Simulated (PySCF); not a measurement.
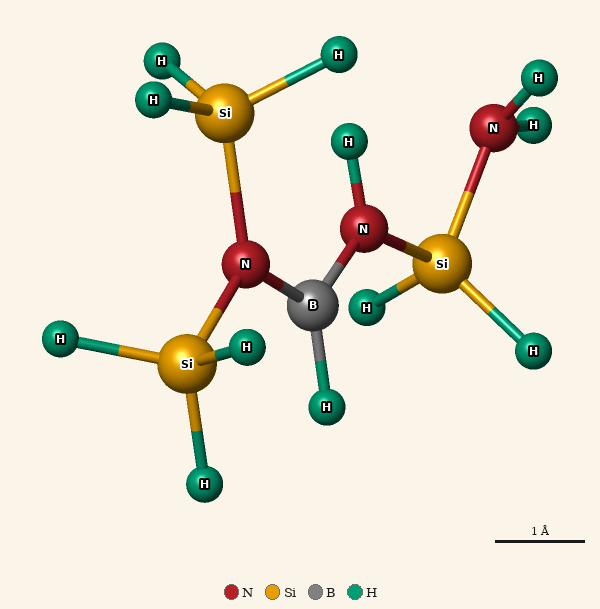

**Figure 1.** The structure as given in the input (ball-and-stick view, seen at a tilt).

Excited-state calculation of BSi3N3H12

System: BSi3N3H12.
Method: TDDFT CAM-B3LYP/def2-SVPD, vertical, gas phase, core orbitals frozen in the response (PySCF 2.14.0).

The geometry comes from this level: GFN2-xTB. It belongs to a series of runs on one base structure; here: H on B replaced by N(SiH3)2.

Output:
```
coarse grid: 16584 points
cycle   1  E = -1064.2529886948  dE =  5.272e-01  |g| = 6.467e-01  |ddm| = 6.854e+00
cycle   2  E = -1064.2384633944  dE =  1.453e-02  |g| = 7.170e-01  |ddm| = 2.135e+00
cycle   3  E = -1064.3490716330  dE = -1.106e-01  |g| = 5.944e-02  |ddm| = 1.002e+00
cycle   4  E = -1064.3498249432  dE = -7.533e-04  |g| = 3.089e-02  |ddm| = 1.973e-01
cycle   5  E = -1064.3500279114  dE = -2.030e-04  |g| = 9.922e-03  |ddm| = 6.018e-02
cycle   6  E = -1064.3500493699  dE = -2.146e-05  |g| = 1.426e-03  |ddm| = 1.817e-02
cycle   7  E = -1064.3500499434  dE = -5.735e-07  |g| = 4.332e-04  |ddm| = 4.420e-03
final grid: 144432 points
cycle   8  E = -1064.4812842107  dE = -2.023e-05  |g| = 3.768e-03  |ddm| = 8.554e-02
cycle   9  E = -1064.4812831805  dE =  1.030e-06  |g| = 4.498e-03  |ddm| = 1.209e-02
cycle  10  E = -1064.4812874031  dE = -4.223e-06  |g| = 1.894e-04  |ddm| = 5.754e-03
cycle  11  E = -1064.4812874083  dE = -5.219e-09  |g| = 1.732e-04  |ddm| = 8.356e-04
cycle  12  E = -1064.4812874149  dE = -6.592e-09  |g| = 2.953e-05  |ddm| = 2.334e-04
cycle  13  E = -1064.4812874152  dE = -2.401e-10  |g| = 6.333e-06  |ddm| = 6.749e-05
```

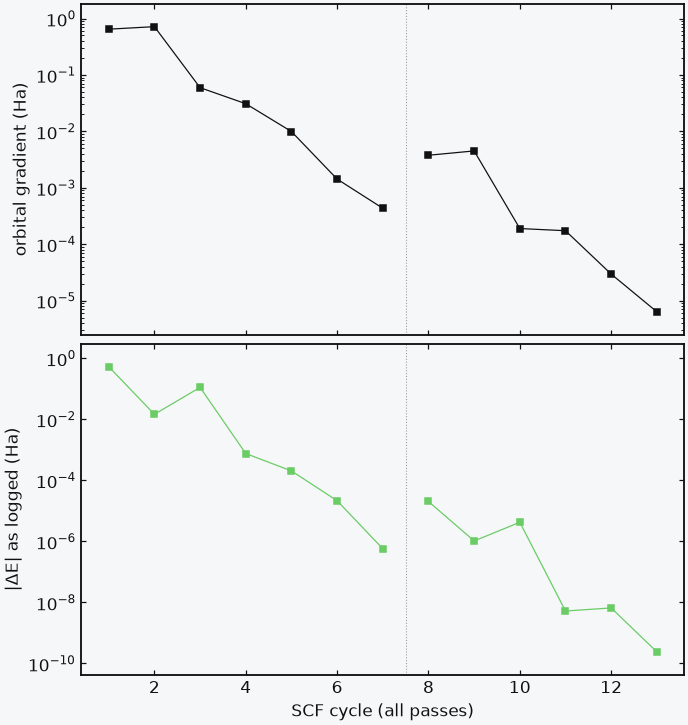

**Figure 2.** Convergence of the self-consistent field: orbital gradient and size of the energy change against the SCF cycle. The dotted line marks the change from a coarse to the final integration grid. The first 7 cycles use a coarse grid, the final grid takes over at cycle 8, and the field converges after 13 cycles in all.

```
converged SCF energy = -1064.4812874152

Static polarisability (au): isotropic 113.883, principal 93.076 113.285 135.287

Singlet excitations
state   eV       nm        f      main configurations
  1   6.5674    188.8   0.02073   H-1->L 0.36, H-1->L+1 0.32, H-1->L+2 0.17
  2   6.6242    187.2   0.00138   H->L 0.46, H->L+1 0.39
  3   6.9756    177.7   0.18420   H->L+3 0.81
  4   7.1516    173.4   0.00603   H->L+4 0.42, H->L+5 0.22
  5   7.2087    172.0   0.00854   H->L 0.37, H->L+1 0.26
  6   7.3780    168.0   0.01178   H->L+2 0.23, H->L+4 0.14, H-1->L+4 0.12
  7   7.5141    165.0   0.03863   H->L+2 0.33, H-1->L+2 0.09, H-1->L+1 0.09
  8   7.8049    158.9   0.01875   H->L+6 0.37, H-2->L 0.13

Triplet excitations (Tamm-Dancoff, eV): 6.2129 6.2445 6.4135
```

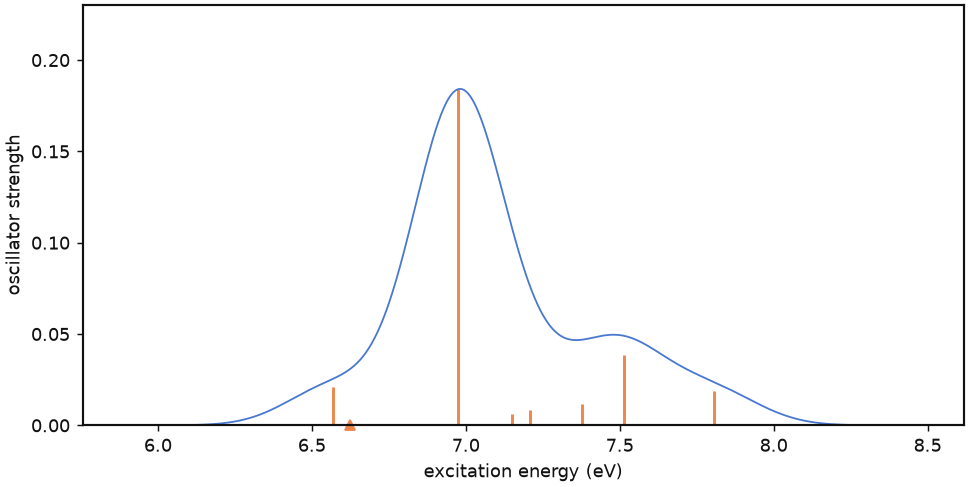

**Figure 3.** Computed excitations as sticks (degenerate states added up, dark ones marked on the axis), with a Gaussian envelope of 0.35 eV full width at half maximum, scaled to the tallest. Of the 8 states the lowest lies at 6.57 eV (f = 0.021); the strongest line is at 6.98 eV, or 178 nm (f = 0.184).

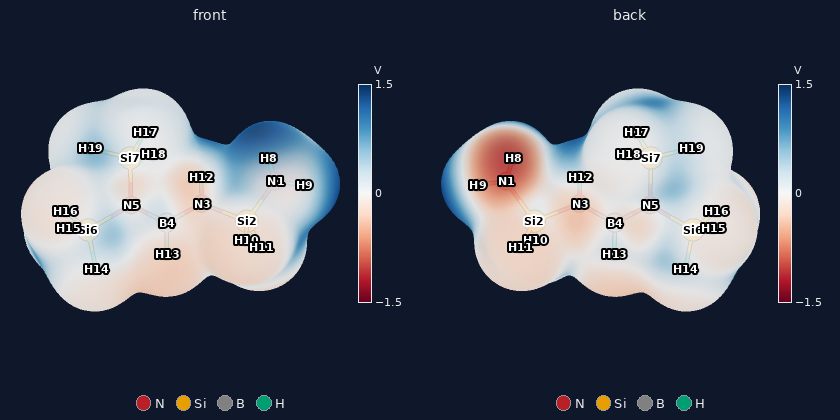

**Figure 4.** The electrostatic potential painted on the density surface at 0.001 e/bohr³, seen at a tilt and from behind; the colour scale runs from red (negative) to blue (positive).

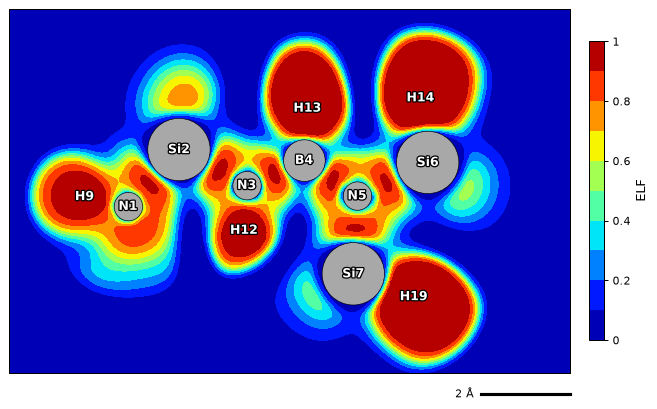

**Figure 5.** Electron localisation function on the plane of atoms N5, B4 and H13. Grey discs, where drawn, cover atomic cores. Atoms in the plane: N, Si, B and H. B–H (1.17 Å): the ELF climbs to about 1 towards the hydrogen (a covalent bond by its length). Si–H (1.46 Å): the ELF climbs to about 1 towards the hydrogen.

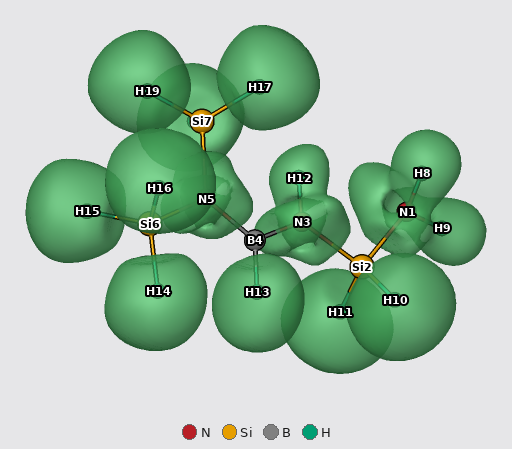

**Figure 6.** Isosurface of the electron localisation function at 0.75 (green), seen at a tilt. Core shells and regions of very low density are left out. Profiles from the grid: B–N (1.40 Å): the ELF peaks at about 0.95 between the atoms, which marks a shared but strongly polarised pair. Si–N (1.73 Å): the ELF peaks at about 0.95 between the atoms, which marks a shared but strongly polarised pair.

The run was set up as follows.

The input:
```
{"job": {"kind": "uv", "xc": "CAM-B3LYP", "basis": "def2-SVPD", "nstates": 8, "ntriplets": 3}, "charge": 0, "multiplicity": 1}
N      3.518466     0.698921     0.504099
Si     2.621857    -0.337459    -0.549168
N      0.977855     0.033864    -0.160052
B     -0.190216    -0.601858    -0.609229
N     -1.501004    -0.153769    -0.249080
Si    -2.918241    -1.009555    -0.805324
Si    -1.713922     1.232899     0.790272
H      3.317066     0.661016     1.491229
H      4.515102     0.741574     0.369743
H      2.838548    -1.780592    -0.359892
H      3.000993     0.067720    -1.907759
H      0.857788     0.856296     0.411336
H     -0.062356    -1.540454    -1.301522
H     -2.519728    -2.037707    -1.760035
H     -3.812552    -0.040409    -1.448104
H     -3.582783    -1.621059     0.353097
H     -1.088855     0.980576     2.096685
H     -1.117568     2.424090     0.170387
H     -3.150252     1.435155     0.971021
```

The first line tells a small driver script what to run in PySCF; the rest is the geometry in Å.

Launch command:
```bash
OMP_NUM_THREADS=1 python <driver script> task.json out
```

Summary:

- outcome: converged
- total energy: −1064.481287 hartree
- HOMO: −8.67 eV
- LUMO: 0.93 eV
- dipole moment: 1.63 D
- mean polarisability: 113.88 a.u.
- lowest singlet excitation: 6.57 eV
- hardware: 1 CPU thread, shared host
- wall time: 94 s
- peak memory: 1.1 GiB
